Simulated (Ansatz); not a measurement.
# The perfect Pd wire along [110], 8 atoms a period, part 2 of 2

Wanted: the relaxed geometry and the bands of the Pd wire along [110], 8 atoms a period.

Ansatz 0.2.0; DFT PBE, plane waves, PAW; relaxation of a wire's period; PAW set soft_1 (the session's first sound run).

So far: The structure; The relaxed wire.

### 2. The relaxed wire (continued)

Step by step:

```csv
step,energy less that of the first step (eV),largest force component (eV/Å),pressure (GPa),volume (Å³)
1,0.0000,0.8529,-3.19,370.19
2,-0.4746,0.5008,1.60,354.94
3,-0.6037,0.1022,-0.31,354.47
4,-0.6190,0.0211,-0.02,351.92
5,-0.6193,0.0042,0.03,351.69
6*,-0.6158,0.0041,0.05,351.69
```

Relaxation steps marked * repeat the geometry before them on a plane-wave basis chosen anew for their cell, so energy and pressure can jump there.

The run keeps the 8 symmetry operations that it works with, so distortions that break them were not tested.

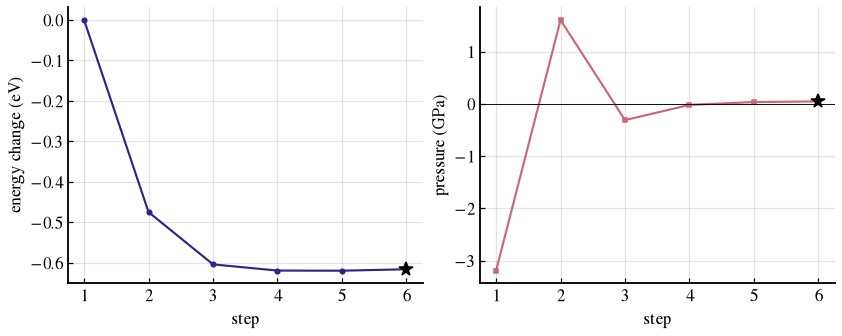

Energy and pressure along the relaxation. Stars mark steps on a basis chosen anew.

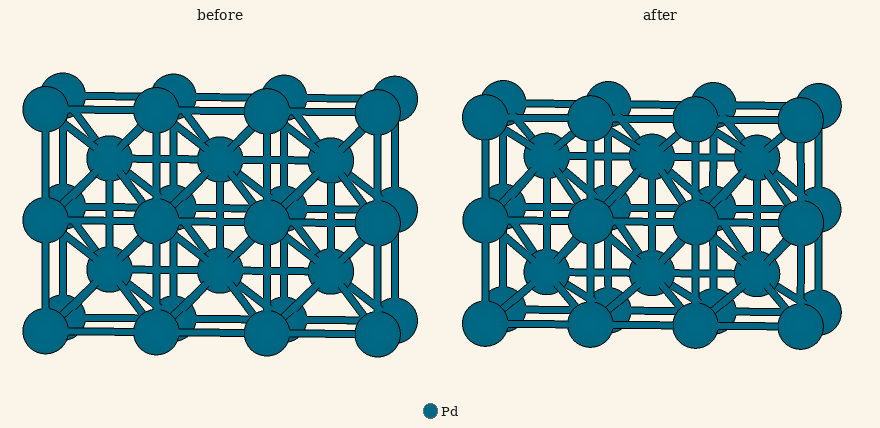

The structure before and after the relaxation, drawn at the same scale.

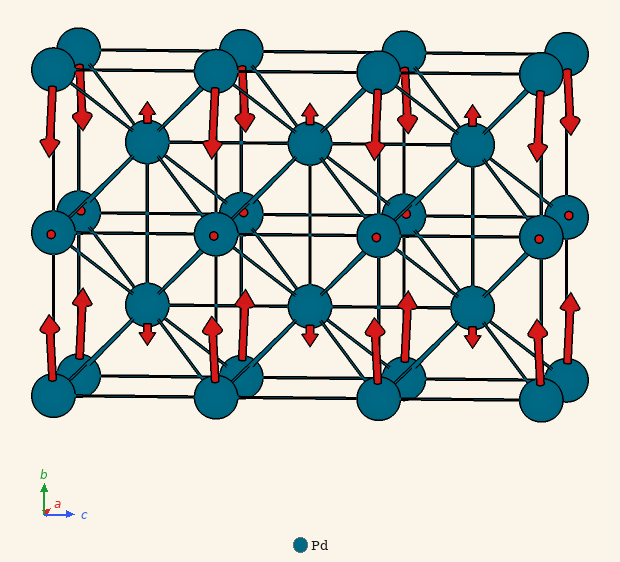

Displacements in the relaxation, exaggerated, measured against the changing cell; the longest in the cell stands for 0.22 Å. 1×1×3 cells are drawn. Some periodic images of atoms are drawn too.

```csv
cell as run,before,after,change
c (Å),2.786,2.647,-5.0 %
```

The atoms that moved most (Å, along periodic axes as changes of fractional coordinates times the final cell, across vacuum about the mean position):

```csv
atom,dx,dy,dz,length
Pd1,-0.093,-0.197,0.000,0.218
Pd3,0.093,-0.197,0.000,0.218
Pd7,-0.093,0.197,0.000,0.218
Pd8,0.093,0.197,0.000,0.218
Pd6,0.000,0.066,0.000,0.066
Pd5,0.000,-0.066,0.000,0.066
Pd4,0.018,0.000,0.000,0.018
Pd2,-0.018,0.000,0.000,0.018
```

This step gave:

| Property | Result |
| --- | --- |
| energy at zero smearing | -55776.2227 eV |
| cell length along the wire | 2.647 Å |

The cell's length comes to 2.647 Å with spin left out.

### 3. The perfect wire

This step: DFT PBE, plane waves, PAW; bands of a perfect wire; PAW set soft_1 (Ansatz 0.2.0).

At the relaxed period the bands are computed along the axis; those that cross an energy going forward count the channels that a perfect wire would open there.

input.yaml reads:

```yaml
crystal:
  lattice:
    - [10.74, 0.0, 0.0]
    - [0.0, 12.372, 0.0]
    - [0.0, 0.0, 2.6467761282]
  atoms:
    - { symbol: Pd, position: [0.307904115, 0.709286045, 0.0] }
    - { symbol: Pd, position: [0.314858741, 0.500000058, 0.0] }
    - { symbol: Pd, position: [0.692095885, 0.709286045, 0.0] }
    - { symbol: Pd, position: [0.685141259, 0.500000058, 0.0] }
    - { symbol: Pd, position: [0.5, 0.382106654, 0.5] }
    - { symbol: Pd, position: [0.5, 0.617893462, 0.5] }
    - { symbol: Pd, position: [0.307904115, 0.290714071, 0.0] }
    - { symbol: Pd, position: [0.692095885, 0.290714071, 0.0] }
kpoints:
  mp_grid: { grid: [1, 1, 31] }
  band_path: { path: ["Γ", Z], npoints: 90 }
scf:
  occupations: { method: fermi_dirac, width: 0.05 }
hamiltonian:
  xc: pbe
  pseudopotentials: { kind: paw, azcp: { folder: soft_1 } }
output:
  dos: { e_range: [-5, 4] }
  write_potential: true
  write_density: true
  volumetric_format: npy
```

Run with:

```bash
$ ansatz run input.yaml --threads 4 --pin off --max-ram 16384MiB --backend cpu --events-out ev --progress --plain --runs-dir out
```

Numbers of over 12 decimals in the logs are rounded to 6 here.

Log:

```text
[...]
Crystal: 8 atoms, lattice volume = 351.691 Å³
Basis set: ecut = 420 eV, 6931 PW (Γ)
Bands: 87, of which v1, the nominal top of the filled ones, is band 72 counted from 1 (71 counted from 0)
Symmetry: 8 space group operations
[...]
k-points: 16 of 31
[...]
SCF iter   1: F=—  HF=-55783.706861 eV  |F-HF|=—  |Δ(HF+E_count)|=         —  Δρ=9.32e-2  dr2=3.79e1  ethr=3.10e-3  ⟨swp⟩=6.2  Hψ=5019  notcnv=0  defer=20
[...]
SCF iter  14: F=-55776.305323 eV  HF=-55776.305323 eV  |F-HF|=1.64e-8  |Δ(HF+E_count)|=   5.77e-8  Δρ=1.75e-6  dr2=2.52e-8  ethr=6.94e-11  ⟨swp⟩=11.4  Hψ=4667  notcnv=0
SCF 1 converged in 14 iterations: F = -55776.305323 eV  dr2 = 2.52e-8
[...]
NSCF: frozen V_eff on 91 k-points
WARN: The output density's exchange-correlation potential varies sharply where the density is thin. Do not read a vacuum level from v_tot or v_xc, or from such a field of the output density. On a cell that repeats whose density bears no net charge and no dipole along the vacuum's axis use v_es (v_loc + v_h of the components); under efield.dipole_correction with no amplitude use v_es + v_field, which holds any externa [...]
SCF converged after 14 iterations
Free energy (F): -55776.305323 eV
[...]
Internal energy: -55776.146280 eV  (E = F + TS)
E sigma→0 (E₀):  -55776.225802 eV
Entropy (-TS):   -0.159042 eV (-19.880 meV/atom)
Fermi energy:    3.435437 eV
[...]
--- Band table (eV; the first three rows and the last of 16) ---
  k-point 0: bands = [... 68 lower, 3.1049, 3.2232, 3.3237, 3.3622, 3.4873, 3.4973, 3.5572, 3.6390, ... 11 higher]
  k-point 1: bands = [... 68 lower, 3.1712, 3.2552, 3.3013, 3.3551, 3.4553, 3.4562, 3.5437, 3.5929, ... 11 higher]
  k-point 2: bands = [... 68 lower, 3.2293, 3.2355, 3.2358, 3.3534, 3.3797, 3.4308, 3.4826, 3.5148, ... 11 higher]
  k-point 15: bands = [... 68 lower, 3.4630, 3.6028, 4.0206, 4.0321, 6.0945, 6.2233, 6.9631, 7.2905, ... 11 higher]
```

Wall time 22 s (4 threads of Intel Xeon Platinum 8375C at 2.90GHz (Ice Lake), shared host); peak memory 1.7 GiB; 85 s of CPU time.

This step gave:

```yaml
energy_at_zero_smearing: -55776.2258 eV
band_gap: 0 eV
```

Electronic bands along the path, in eV, zero at the Fermi level:

```csv
point,band 69,band 70,band 71,band 72,band 73,band 74,band 75,band 76
Γ,-0.33,-0.21,-0.11,-0.07,0.05,0.06,0.12,0.20
Z,0.03,0.17,0.60,0.61,2.70,3.05,3.28,4.11
```

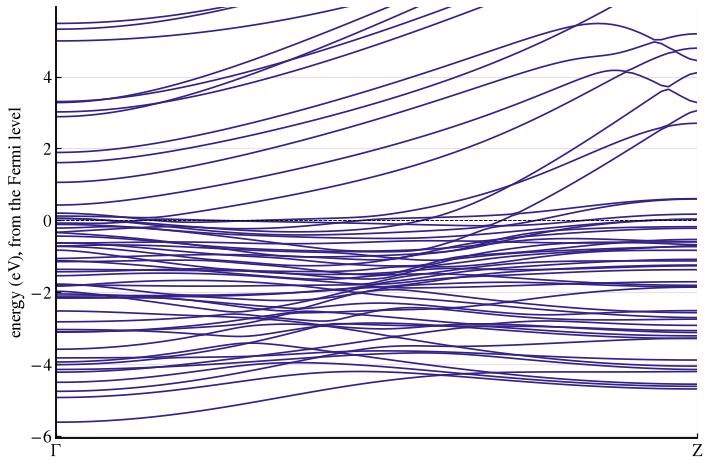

Electronic bands along the path.

Between Γ and Z the bands cross the Fermi level 13 times, so a perfect wire would conduct at least 13 G₀, with spin left out.

### 4. What came out

| Property | Result |
| --- | --- |
| cell length, PBE | 2.647 Å |
| ballistic conductance by band crossings, a lower bound, PBE | 13 G₀ |

Under PBE the cell's length is 2.65 Å, and the bands cross the Fermi level 13 times between Γ and Z, which gives a perfect wire at least 13 G₀ (opposite crossings within one step of the path cancel in such a count). No spin was allowed, though thin wires with open d shells can turn magnetic.

[Logs are printed without paths, hosts, clocks, repeated set-up lines and the standing remarks that a program may print on its own settings, such as how far it seeks lower states.]

[Hosts, paths, dates, database ids (printed as entryN), source tags and the programs' standing remarks are cut or masked in the printed files.]
